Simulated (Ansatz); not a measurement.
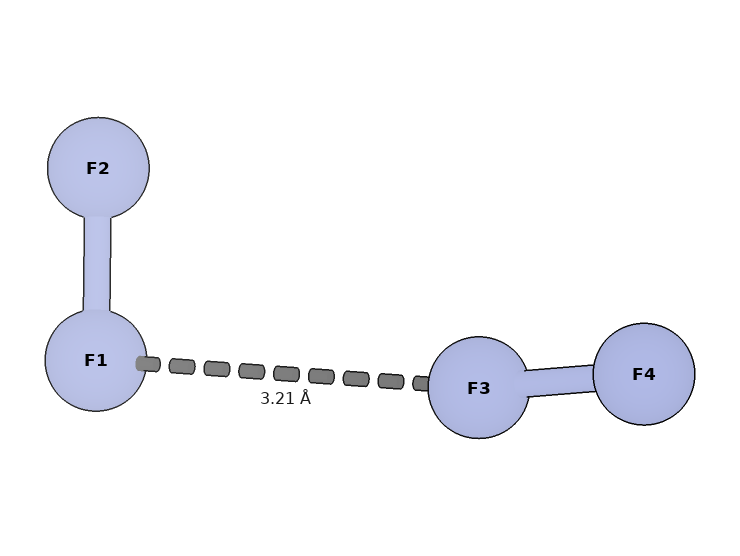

Two molecules or ions; the broken line marks their closest contact (measured against van der Waals radii). Geometry: a pair of rigid molecules at a changed separation. Program: Ansatz 0.2.0.

Q: Which two species are they?

A: F2 and F2 (`FF.FF`).

Give the counterpoise-corrected interaction energy (kcal/mol, monomers kept as in the pair) with RHF-CCSD(T) (frozen core)/def2-TZVPPD; PBE0-D4/def2-TZVPPD.

| level | interaction energy (kcal/mol) |
| --- | --- |
| RHF-CCSD(T) (frozen core)/def2-TZVPPD | −0.2 |
| PBE0-D4/def2-TZVPPD | −0.3 |
